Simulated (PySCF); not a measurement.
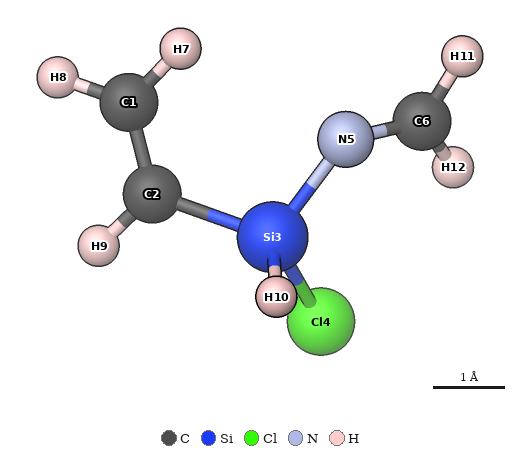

Fig. 1: The input geometry of the first run (ball-and-stick view, seen at a tilt; atoms are numbered from 1 in the order of the input). Bond lengths as drawn: Cl–Si 2.09 Å, C–C 1.34 Å, C–H 1.10 to 1.11 Å, C–N 1.26 Å, C–Si 1.85 Å, H–Si 1.49 Å and N–Si 1.74 Å.

# Two runs on C3H6ClNSi

System: C3H6ClNSi.
Method of the first run: TDDFT PBE0/def2-SVPD, vertical, gas phase, core orbitals frozen in the response (PySCF 2.14.0).

The geometry comes from this level: PBE0-D3(BJ)/def2-SVP. Text and figures count atoms from 1; the logs count them from 0 in places.

## The input, the first run
```
{"job": {"kind": "uv", "xc": "PBE0", "basis": "def2-SVPD", "ip": true}, "charge": 0, "multiplicity": 1}
C      0.250497    -2.012479     1.050944
C     -0.176395    -3.264565     0.849381
Si    -1.725452    -3.642187    -0.094586
Cl    -2.920834    -4.907974     1.059969
N     -2.539688    -2.140927    -0.435158
C     -3.724279    -1.834307    -0.127320
H     -0.301816    -1.152763     0.656438
H      1.164632    -1.795782     1.614705
H      0.403494    -4.100033     1.261920
H     -1.483119    -4.344205    -1.381665
H     -4.131444    -0.841791    -0.394488
H     -4.417286    -2.510548     0.415095
```

The first line tells a small driver script what to run in PySCF; the rest is the geometry in Å.

Launched with:
```bash
OMP_NUM_THREADS=1 python <driver script> task.json out
```

Hardware: 1 CPU thread, shared host.

## Output (the first run)
```
coarse grid: 11288 points
cycle   1  E = -921.4214998351  dE =  4.545e-01  |g| = 4.382e-01  |ddm| = 4.938e+00
cycle   2  E = -921.3658838328  dE =  5.562e-02  |g| = 6.636e-01  |ddm| = 1.992e+00
cycle   3  E = -921.4672355223  dE = -1.014e-01  |g| = 1.271e-01  |ddm| = 1.295e+00
cycle   4  E = -921.4710534824  dE = -3.818e-03  |g| = 2.511e-02  |ddm| = 2.091e-01
cycle   5  E = -921.4712167251  dE = -1.632e-04  |g| = 4.826e-03  |ddm| = 4.629e-02
cycle   6  E = -921.4712236830  dE = -6.958e-06  |g| = 9.719e-04  |ddm| = 1.022e-02
final grid: 100520 points
cycle   7  E = -921.5734343875  dE = -1.946e-05  |g| = 6.067e-03  |ddm| = 8.386e-02
cycle   8  E = -921.5734303216  dE =  4.066e-06  |g| = 7.347e-03  |ddm| = 2.223e-02
cycle   9  E = -921.5734438928  dE = -1.357e-05  |g| = 1.435e-03  |ddm| = 1.319e-02
cycle  10  E = -921.5734443678  dE = -4.750e-07  |g| = 1.973e-04  |ddm| = 2.298e-03
cycle  11  E = -921.5734443767  dE = -8.858e-09  |g| = 6.017e-05  |ddm| = 4.290e-04
cycle  12  E = -921.5734443775  dE = -7.967e-10  |g| = 3.388e-05  |ddm| = 1.362e-04
cycle  13  E = -921.5734443778  dE = -2.901e-10  |g| = 7.130e-06  |ddm| = 4.311e-05
converged SCF energy = -921.5734443778

Static polarisability (au): isotropic 83.175, principal 66.176 88.368 94.981

Singlet excitations
state   eV       nm        f      main configurations
  1   4.1652    297.7   0.00009   H->L 0.97
  2   5.5743    222.4   0.01785   H->L+1 0.97
  3   6.0253    205.8   0.00547   H-1->L 0.97
  4   6.3867    194.1   0.02031   H-2->L 0.57, H-2->L+1 0.37
  5   6.4695    191.6   0.03126   H-2->L+1 0.54, H-2->L 0.40
  6   6.9237    179.1   0.00749   H-3->L 0.97
  7   7.0243    176.5   0.14475   H-1->L+1 0.36, H->L+2 0.35, H->L+3 0.20
  8   7.0583    175.7   0.05967   H->L+2 0.61, H-1->L+1 0.18, H->L+3 0.13
  9   7.1528    173.3   0.14216   H->L+3 0.59, H-1->L+1 0.27
 10   7.3501    168.7   0.02399   H-3->L+1 0.68, H-4->L+1 0.15

Triplet excitations (Tamm-Dancoff, eV): 3.5249 4.1385 4.9512 5.4488
Vertical ionisation energy (delta-SCF) = 9.4358 eV
Vertical electron affinity (delta-SCF) = -0.5297 eV
```

For the second run the input was changed thus:
```diff
-"basis": "def2-SVPD"
-"ip": true
+"basis": "6-31G*"
```

Predict how the results change.

The total energy of the second run is 188.4 kcal/mol lower, which measures the change of basis and not a stability. The HOMO goes from −7.48 to −7.32 eV. The LUMO goes from −1.25 to −0.90 eV. The dipole moment goes from 1.34 to 1.55 D. The lowest excitation goes from 4.17 to 4.30 eV. The strongest computed line goes from 7.02 to 7.31 eV. Diffuse functions give room to the loosely bound empty orbitals, which lowers the LUMO. The number of SCF iterations is the same. The basis functions go from 179 to 104.

## Output (the second run)
```
coarse grid: 11288 points
cycle   1  E = -921.8784183277  dE =  5.184e-01  |g| = 4.623e-01  |ddm| = 3.242e+00
cycle   2  E = -921.8284137269  dE =  5.000e-02  |g| = 6.627e-01  |ddm| = 1.076e+00
cycle   3  E = -921.9307578772  dE = -1.023e-01  |g| = 1.366e-01  |ddm| = 6.465e-01
cycle   4  E = -921.9352787736  dE = -4.521e-03  |g| = 2.145e-02  |ddm| = 1.384e-01
cycle   5  E = -921.9353992469  dE = -1.205e-04  |g| = 4.307e-03  |ddm| = 2.807e-02
cycle   6  E = -921.9354049035  dE = -5.657e-06  |g| = 9.659e-04  |ddm| = 6.825e-03
final grid: 100520 points
cycle   7  E = -921.8737319434  dE = -1.582e-05  |g| = 6.725e-03  |ddm| = 1.676e-02
cycle   8  E = -921.8737280745  dE =  3.869e-06  |g| = 7.886e-03  |ddm| = 1.441e-02
cycle   9  E = -921.8737439708  dE = -1.590e-05  |g| = 1.482e-03  |ddm| = 8.137e-03
cycle  10  E = -921.8737444931  dE = -5.223e-07  |g| = 2.078e-04  |ddm| = 1.266e-03
cycle  11  E = -921.8737445027  dE = -9.572e-09  |g| = 6.384e-05  |ddm| = 2.540e-04
cycle  12  E = -921.8737445036  dE = -8.695e-10  |g| = 3.670e-05  |ddm| = 8.835e-05
cycle  13  E = -921.8737445039  dE = -3.290e-10  |g| = 6.338e-06  |ddm| = 3.244e-05
converged SCF energy = -921.8737445039

Static polarisability (au): isotropic 67.074, principal 47.441 74.435 79.345

Singlet excitations
state   eV       nm        f      main configurations
  1   4.3017    288.2   0.00025   H->L 0.97
  2   5.7890    214.2   0.02516   H->L+1 0.96
  3   6.1506    201.6   0.00584   H-1->L 0.96
  4   6.5941    188.0   0.02445   H-2->L 0.69, H-2->L+1 0.26
  5   6.7029    185.0   0.02350   H-2->L+1 0.65, H-2->L 0.28
  6   7.0896    174.9   0.00394   H-3->L 0.99
  7   7.3101    169.6   0.30872   H-1->L+1 0.80
  8   7.4183    167.1   0.01056   H->L+2 0.95
  9   7.5464    164.3   0.01511   H-3->L+1 0.74, H-4->L+1 0.11
 10   7.5970    163.2   0.02083   H-4->L 0.57, H-5->L 0.17, H-3->L+1 0.12

Triplet excitations (Tamm-Dancoff, eV): 3.6476 4.1582 4.9845 5.5968
```

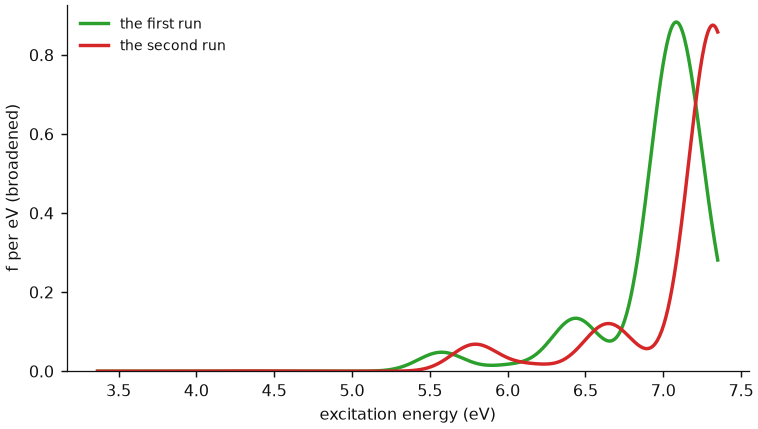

Fig. 2: Absorption of the two runs from their computed states, each broadened by a Gaussian of 0.35 eV full width; the range ends where the shorter list of states ends.

## The two runs side by side

| quantity | the first run | the second run |
| --- | --- | --- |
| outcome | converged | converged |
| total energy (hartree) | −921.573444 | −921.873745 |
| HOMO (eV) | −7.48 | −7.32 |
| LUMO (eV) | −1.25 | −0.90 |
| dipole moment (D) | 1.34 | 1.55 |
| lowest excitation (eV) | 4.17 | 4.30 |
| SCF iterations | 13 | 13 |
| strongest computed line (eV) | 7.02 | 7.31 |
| basis functions | 179 | 104 |
| wall time (shared host) | 2 min | 14 s |
